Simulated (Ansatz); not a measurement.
```json
{"atom": "Sn", "x (Å)": "-0.0031", "y (Å)": "-0.0473", "z (Å)": "-0.0969"}
{"atom": "H", "x (Å)": "0.1279", "y (Å)": "0.0111", "z (Å)": "1.6191"}
{"atom": "H", "x (Å)": "1.5072", "y (Å)": "0.1878", "z (Å)": "-0.8644"}
{"atom": "O", "x (Å)": "-1.0484", "y (Å)": "1.5397", "z (Å)": "-0.7088"}
{"atom": "H", "x (Å)": "-1.8647", "y (Å)": "1.6557", "z (Å)": "-0.2107"}
{"atom": "C", "x (Å)": "-0.9868", "y (Å)": "-1.8407", "z (Å)": "-0.7479"}
{"atom": "H", "x (Å)": "-1.9452", "y (Å)": "-1.9645", "z (Å)": "-0.2242"}
{"atom": "H", "x (Å)": "-1.1725", "y (Å)": "-1.7851", "z (Å)": "-1.8297"}
{"atom": "H", "x (Å)": "-0.3522", "y (Å)": "-2.7140", "z (Å)": "-0.5380"}
```

Core potentials replace the inner electrons of Sn.

These are results of Ansatz 0.2.0, RKS PBE0-D4/def2-SVP, not measurements.

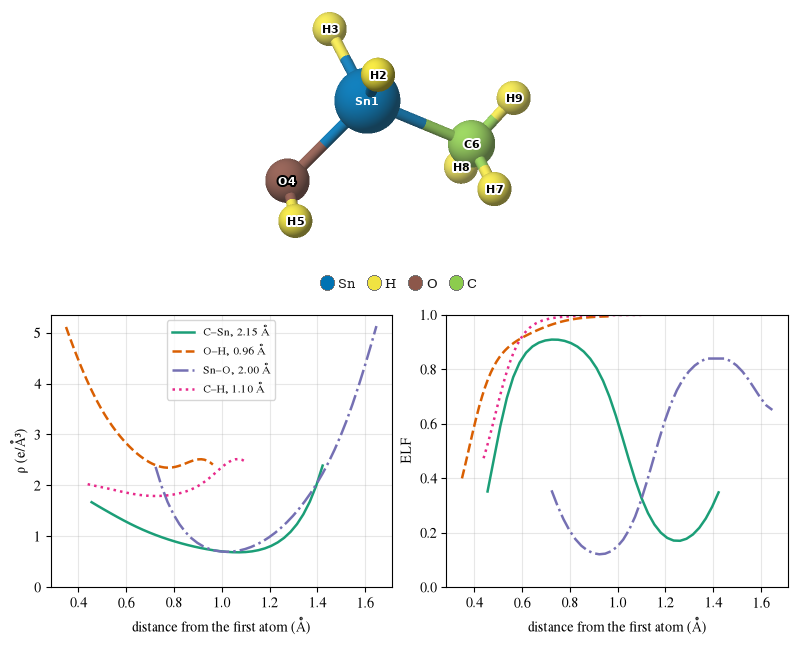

CH6OSn. Electron density and ELF along straight lines between neighbouring atoms. The curves leave out the atomic cores. The structure is drawn too.

**What can be read from the curves?**

C–Sn (2.15 Å): ρ is about 0.68 e/Å³ halfway; the ELF peaks at about 0.90 in the valence shell of C, 0.7 Å from its nucleus, and drops to about 0.15 between the two atoms.
O–H (0.96 Å): ρ at the midpoint is about 3.6 e/Å³; the ELF climbs to about 1 towards the hydrogen, as it does in any bond to H; an ordinary covalent bond to hydrogen.
Sn–O (2.00 Å): ρ at the midpoint is about 0.7 e/Å³; the ELF peaks at about 0.85 in the valence shell of O, 0.6 Å from its nucleus, and drops to about 0.10 between the two atoms.
C–H (1.10 Å): ρ is about 1.9 e/Å³ halfway; the ELF climbs to about 1 towards the hydrogen: an ordinary covalent bond to hydrogen.
